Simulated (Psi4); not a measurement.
# AlH3S3 (SMILES [SH][Al]([SH])[SH]): a chain of runs

We compute a series of 10 runs (PBE-D4/def2-SVP, PBE0-D4/def2-TZVP, PBE-D4/def2-TZVPP, r2SCAN-D4/def2-TZVPP, B3LYP-D4/def2-TZVPP, PBE0-D4/def2-TZVPP, wB97M-V/def2-TZVPP, CCSD(T)/def2-TZVPP, and more) of AlH3S3. 

The results are computed with Psi4 1.11.

## Step 1: The molecule

AlH3S3: 7 atoms, total charge 0, spin state singlet. As SMILES, `[SH][Al]([SH])[SH]`. The shape comes from GFN2-xTB, rattled, which is rough for such elements, and wasn't checked as a minimum. The run starts from this shape.

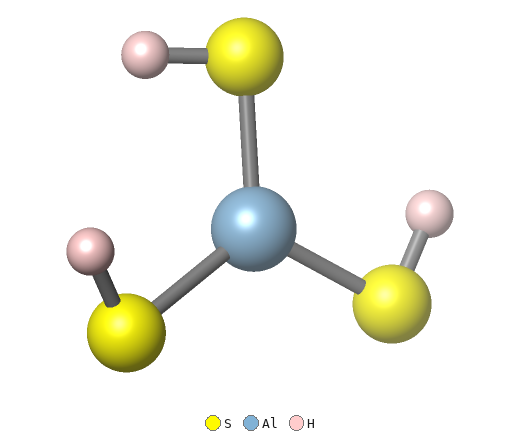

The structure, seen from a chosen angle (sulfur yellow, aluminium light blue, hydrogen pink).

## Step 2: A structure relaxation at PBE-D4/def2-SVP (density fitting) (run 1)

File alh3s3.dat:

```
memory 3300 MB

molecule geom {
  0 1
  S     -2.321774     0.783485    -0.159523
  Al    -0.300021     0.040040    -0.161472
  S      0.932295     0.443426     1.552585
  S      0.449469    -1.099642    -1.965524
  H     -2.252694     1.198297     1.081037
  H      1.809006    -0.417893     1.239220
  H      1.681898    -0.875791    -1.616166
  symmetry c1
}

set globals {
  scf_type                df
  geom_maxiter            60
  max_force_g_convergence 0.0005
}

e = optimize('pbe-d4/def2-SVP')
```

On the command line:

```bash
$ psi4 -n 2 alh3s3.dat alh3s3.out
```

alh3s3.out:

```text
[...]
  Running in c1 symmetry.
[...]
  Nuclear repulsion =  299.142680008802984
[...]
  Multiplicity = 1
[...]
  Nalpha       = 32
  Nbeta        = 32
[...]
    Number of basis functions: 87
[...]
   @DF-RKS iter   1: -1437.67929061205405    6.35725e-05   5.89674e-03 DIIS/ADIIS
[...]
   @DF-RKS iter   8: -1437.84441154443584    2.27374e-12   2.26376e-09 DIIS
[...]
    Orbital Energies [Eh]
    ---------------------
    Doubly Occupied:
       1A    -88.037635     2A    -88.035899     3A    -88.032827
       4A    -55.418920     5A     -7.681971     6A     -7.680253
       7A     -7.677283     8A     -5.709511     9A     -5.707775
      10A     -5.705152    11A     -5.704727    12A     -5.703434
      13A     -5.700669    14A     -5.700416    15A     -5.698953
      16A     -5.696081    17A     -3.972658    18A     -2.580919
      19A     -2.576809    20A     -2.576769    21A     -0.672176
      22A     -0.657022    23A     -0.655635    24A     -0.402142
      25A     -0.383427    26A     -0.363779    27A     -0.338024
      28A     -0.284592    29A     -0.277306    30A     -0.258721
      31A     -0.235721    32A     -0.232636
[...]
  @DF-RKS Final Energy: -1437.84441154443584
   => Energetics <=
    Nuclear Repulsion Energy =            296.4701425790894405
    One-Electron Energy =               -2579.8126831400732044
    Two-Electron Energy =                 941.6763125791133007
    DFT Exchange-Correlation Energy =     -96.1704614222074952
    Empirical Dispersion Energy =          -0.0077221403581179
    VV10 Nonlocal Energy =                  0.0000000000000000
    Total Energy =                      -1437.8444115444358431
[...]
 Multipole Moments:
 ------------------------------------------------------------------------------------
     Multipole            Electronic (a.u.)      Nuclear  (a.u.)        Total (a.u.)
 ------------------------------------------------------------------------------------
 L = 1.  Multiply by 2.5417464519 to convert [e a0] to [Debye]
 Dipole X            :         -1.4445630            2.0202015            0.5756386
 Dipole Y            :          0.3442545           -0.4902609           -0.1460064
 Dipole Z            :         -0.8758346            1.2099081            0.3340735
 Magnitude           :                                                    0.6813829
[...]
  -Total Gradient:
     Atom            X                  Y                   Z
    ------   -----------------  -----------------  -----------------
       1       -0.000022804683     0.000041719284     0.000207505154
       2       -0.000105244809    -0.000171837921    -0.000294500314
       3        0.000160038926     0.000116056762     0.000326385034
       4        0.000123559112    -0.000087247524    -0.000110233505
       5        0.000027633255     0.000004438683    -0.000045883338
       6       -0.000052518054     0.000043386906    -0.000043548784
       7       -0.000025073885    -0.000016881254     0.000013475433
[...]
    Final optimized geometry and variables:
    Molecular point group: c1
    Full point group: C1
    Geometry (in Angstrom), charge = 0, multiplicity = 1:
    S           -2.044364005612     0.755578337785    -0.044282707084
    AL           0.013522138767    -0.004279730686    -0.000230421083
    S            1.274945099811     0.408086508903     1.758753617117
    S            0.689586444633    -1.143416883769    -1.754987907350
    H           -2.032649670330     1.037945312898     1.290139558444
    H            2.195794462640    -0.541145205038     1.427556003942
    H            2.007431401339    -1.024565916572    -1.426172335933
    Psi4 run time: 0:01:46.82
[...]
```

On the terminal:

```text
Optimizer: Optimization complete!
```

It took 1.8 min on 2 threads of AMD EPYC (Zen 3), shared host; peak memory 0.62 GiB.

The path in brief:

```
step  energy from the first frame kept (eV)  largest force (eV/Å)
   0                                 0.0000                3.0073
   1                                -0.2753                0.4743
   2                                -0.2851                0.1118
   3                                -0.2868                0.0452
   4                                -0.2874                0.0426
   5                                -0.2875                0.0196
```

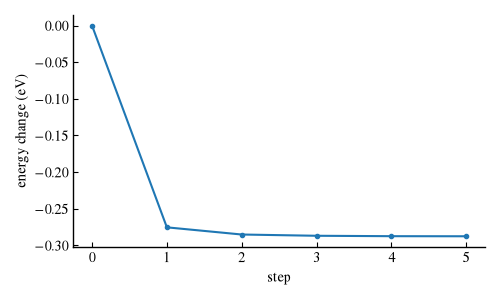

Energy along the run.

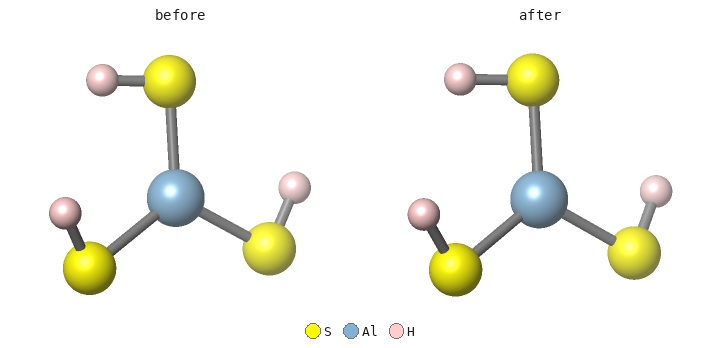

Before and after, at one scale.

After the run. Bond lengths: S1–Al2 2.194 Å, Al2–S3 2.203 Å, Al2–S4 2.199 Å, S1–H5 1.364 Å, S3–H6 1.363 Å, S4–H7 1.363 Å. Angles: S1–Al2–S3 119.2°, S1–Al2–S4 116.9°, S3–Al2–S4 123.9°, Al2–S1–H5 92.5°, Al2–S3–H6 93.6°, Al2–S4–H7 93.4°.

## Step 3: A geometry optimisation at PBE0-D4/def2-TZVP (density fitting) (run 2)

File job.dat:

```
memory 3300 MB

molecule m {
  S     -2.337414     0.795709    -0.218598
  Al    -0.279528     0.035851    -0.174545
  S      0.981895     0.448217     1.584439
  S      0.396537    -1.103287    -1.929303
  H     -2.325700     1.078076     1.115825
  H      1.902745    -0.501015     1.253241
  H      1.714382    -0.984436    -1.600487
  symmetry c1
}

set {
  basis def2-TZVP
  scf_type df
  geom_maxiter 50
  max_force_g_convergence 0.0002
}

e_tot, wfn = optimize("pbe0-d4", return_wfn=True)
```

On the command line:

```bash
$ psi4 job.dat job.out -n 2
```

job.out, shortened:

```text
[...]
  Running in c1 symmetry.
[...]
  Nuclear repulsion =  296.470098352125888
[...]
  Multiplicity = 1
[...]
  Nalpha       = 32
  Nbeta        = 32
[...]
    Number of basis functions: 166
[...]
   @DF-RKS iter   1: -1438.30928816307323   -2.74541e-01   4.32551e-03 ADIIS/DIIS
[...]
   @DF-RKS iter   8: -1438.47311839449799   -5.22959e-12   1.90457e-09 DIIS
[...]
  @DF-RKS Final Energy: -1438.47311839449799
   => Energetics <=
    Nuclear Repulsion Energy =            299.5161903421843022
    One-Electron Energy =               -2586.9708066654557115
    Two-Electron Energy =                 921.8020691262629498
    DFT Exchange-Correlation Energy =     -72.8137510126195906
    Empirical Dispersion Energy =          -0.0068201848701066
    VV10 Nonlocal Energy =                  0.0000000000000000
    Total Energy =                      -1438.4731183944979875
[...]
 Multipole Moments:
 ------------------------------------------------------------------------------------
     Multipole            Electronic (a.u.)      Nuclear  (a.u.)        Total (a.u.)
 ------------------------------------------------------------------------------------
 L = 1.  Multiply by 2.5417464519 to convert [e a0] to [Debye]
 Dipole X            :         -1.5813291            2.1154510            0.5341219
 Dipole Y            :          0.2717583           -0.3726859           -0.1009276
 Dipole Z            :         -0.8872416            1.1649107            0.2776690
 Magnitude           :                                                    0.6103873
[...]
  -Total Gradient:
     Atom            X                  Y                   Z
    ------   -----------------  -----------------  -----------------
       1        0.000093696312    -0.000032089514    -0.000022517198
       2       -0.000151139131     0.000070275966     0.000017674436
       3        0.000093147743    -0.000035052920    -0.000039401829
       4        0.000031542821    -0.000028138741    -0.000021721978
       5       -0.000055468728    -0.000001610638    -0.000038604336
       6       -0.000050754361     0.000013504039     0.000047046432
       7       -0.000028795598     0.000037601407    -0.000000762722
[...]
    Final optimized geometry and variables:
    Molecular point group: c1
    Full point group: C1
    Geometry (in Angstrom), charge = 0, multiplicity = 1:
[...]
```

Standard output:

```text
Optimizer: Optimization complete!
```

Wall time 3.9 min (2 threads of AMD EPYC (Zen 3), shared host); peak memory 1.1 GiB.

Step by step:

```
step  energy from the first frame kept (eV)  largest force (eV/Å)
   0                                 0.0000                0.5604
   1                                -0.0261                0.0843
   2                                -0.0277                0.0192
   3                                -0.0284                0.0359
   4                                -0.0291                0.0262
   5                                -0.0294                0.0180
   6                                -0.0295                0.0086
```

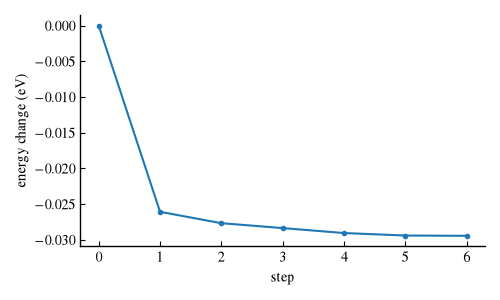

Energy along the run.

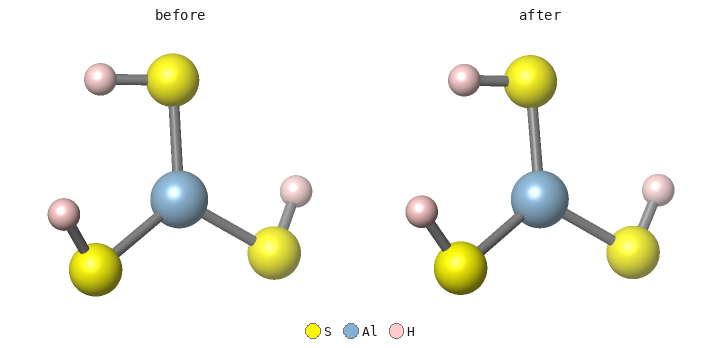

Before and after, at one scale.

After the run. Bond lengths: S1–Al2 2.174 Å, Al2–S3 2.180 Å, Al2–S4 2.178 Å, S1–H5 1.345 Å, S3–H6 1.344 Å, S4–H7 1.344 Å. Angles: S1–Al2–S3 119.1°, S1–Al2–S4 117.1°, S3–Al2–S4 123.8°, Al2–S1–H5 92.7°, Al2–S3–H6 93.9°, Al2–S4–H7 93.4°.

Runs 3 to 9 aren't shown in full; the table further down has their settings and results.

## Step 4: A single-point energy at MP2/def2-QZVPP (density fitting, density fitting for correlation) (run 10)

File input.inp:

```
memory 3.3 GB

molecule {
  0 1
  S     -2.331081     0.758228    -0.202310
  Al    -0.281383     0.035062    -0.175509
  S      0.930524     0.347739     1.609681
  S      0.439994    -0.968594    -1.968474
  H     -2.274661     1.153703     1.081775
  H      1.970502    -0.361042     1.138868
  H      1.695398    -1.075306    -1.501083
  symmetry c1
}

set basis def2-QZVPP
set reference rhf
set scf_type df
set num_frozen_docc 20

result = energy("mp2")
```

On the command line:

```bash
$ psi4 -i input.inp -o input.out -n 2
```

input.out:

```text
[...]
  Running in c1 symmetry.
[...]
  Nuclear repulsion =  299.516194213162350
[...]
  Multiplicity = 1
[...]
  Nalpha       = 32
  Nbeta        = 32
[...]
    Number of basis functions: 370
[...]
   @DF-RHF iter   1: -1436.39700714576134   -5.77049e-01   1.34386e-03 DIIS/ADIIS
[...]
   @DF-RHF iter  11: -1436.49377629268042   -3.20597e-11   4.02329e-09 DIIS
[...]
    Orbital Energies [Eh]
    ---------------------
    Doubly Occupied:
       1A    -91.960057     2A    -91.957783     3A    -91.954001
       4A    -58.527483     5A     -8.963781     6A     -8.961493
       7A     -8.957797     8A     -6.645219     9A     -6.644490
      10A     -6.643899    11A     -6.642920    12A     -6.642188
      13A     -6.641594    14A     -6.639228    15A     -6.638518
      16A     -6.637921    17A     -4.938197    18A     -3.253597
      19A     -3.252392    20A     -3.252223    21A     -0.980593
      22A     -0.959088    23A     -0.957615    24A     -0.589067
      25A     -0.565813    26A     -0.540091    27A     -0.509914
      28A     -0.438485    29A     -0.429674    30A     -0.419902
      31A     -0.389551    32A     -0.385445
[...]
  @DF-RHF Final Energy: -1436.49377629268042
   => Energetics <=
    Nuclear Repulsion Energy =            299.5161942131623505
    One-Electron Energy =               -2586.1799078792905675
    Two-Electron Energy =                 850.1699373734479650
    Total Energy =                      -1436.4937762926804226
[...]
 Multipole Moments:
 ------------------------------------------------------------------------------------
     Multipole            Electronic (a.u.)      Nuclear  (a.u.)        Total (a.u.)
 ------------------------------------------------------------------------------------
 L = 1.  Multiply by 2.5417464519 to convert [e a0] to [Debye]
 Dipole X            :         -1.5632751            2.1154517            0.5521766
 Dipole Y            :          0.2672081           -0.3726855           -0.1054774
 Dipole Z            :         -0.8825805            1.1649106            0.2823300
 Magnitude           :                                                    0.6290745
[...]
```

It took 27 s on 2 threads of AMD EPYC (Zen 3), shared host; peak memory 1.2 GiB.

## Step 5: Overview of the runs

```
run                                                                  level  geom maxiter  max force g convergence   energy (Eh)  HOMO energy (eV)  LUMO energy (eV)  HOMO–LUMO gap (eV)  wall time
  1                                      PBE-D4/def2-SVP (density fitting)            60                   0.0005  -1437.844412             -6.33             -1.34                4.99    1.8 min
  2                                    PBE0-D4/def2-TZVP (density fitting)            50                   0.0002  -1438.473118             -7.74             -0.64                7.09    3.9 min
  3                                    PBE0-D4/def2-TZVP (density fitting)             –                        –       timeout                 –                 –                   –     24 min
  4                                    PBE-D4/def2-TZVPP (density fitting)             –                        –  -1438.353143             -6.52             -1.47                5.06       68 s
  5                                 r2SCAN-D4/def2-TZVPP (density fitting)             –                        –       timeout                 –                 –                   –      2 min
  6                                  B3LYP-D4/def2-TZVPP (density fitting)             –                        –  -1439.086117             -7.46             -0.86                6.61       78 s
  7                                   PBE0-D4/def2-TZVPP (density fitting)             –                        –  -1438.475211             -7.74             -0.64                7.10       79 s
  8                                   wB97M-V/def2-TZVPP (density fitting)             –                        –       timeout                 –                 –                   –      2 min
  9  CCSD(T)/def2-TZVPP (density fitting, density fitting for correlation)             –                        –       timeout                 –                 –                   –     20 min
 10      MP2/def2-QZVPP (density fitting, density fitting for correlation)             –                        –  -1437.150950            -10.49              1.66               12.15       27 s
```

## Step 6: What came out

```
                                                            quantity           value
                                run 10, MP2/def2-QZVPP: total energy  -1437.15095 Eh
         run 10, MP2/def2-QZVPP: HOMO energy (Hartree–Fock orbitals)       -10.49 eV
         run 10, MP2/def2-QZVPP: LUMO energy (Hartree–Fock orbitals)         1.66 eV
       run 10, MP2/def2-QZVPP: HOMO–LUMO gap (Hartree–Fock orbitals)        12.15 eV
run 10, MP2/def2-QZVPP: correlation energy (20 core orbitals frozen)      -657.2 mEh
```

Over runs 4, 6, 7 the dipole moment (its size) runs from 1.43 D (PBE-D4/def2-TZVPP) to 1.51 D (PBE0-D4/def2-TZVPP). Over runs 4, 6, 7 the HOMO–LUMO gap runs from 5.06 eV (PBE-D4/def2-TZVPP) to 7.10 eV (PBE0-D4/def2-TZVPP). Totals of different functionals can't be ranked against each other. All runs together took 58 min, the longest 24 min. 4 of the 10 runs did not end normally.
